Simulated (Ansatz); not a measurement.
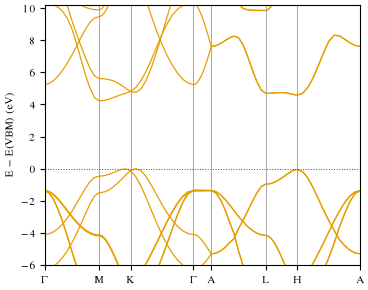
Figure: Band structure from PBE+D3(BJ) in the plane-wave PAW code Ansatz

Problem. Read off the gap and where the band edges lie.

Solution. About 4.2 eV (4.23 eV by a search for the band edges); maximum on the K–Γ line, 9 % of the way from K, minimum at M.

The material is BN in space group P6_3/mmc (No. 194; B on 2c, N on 2d).

Symmetry was held in the PBE+D3(BJ) relaxation; phonons on a q-mesh show no instability.

Potentials: the later of the program's two PAW sets.
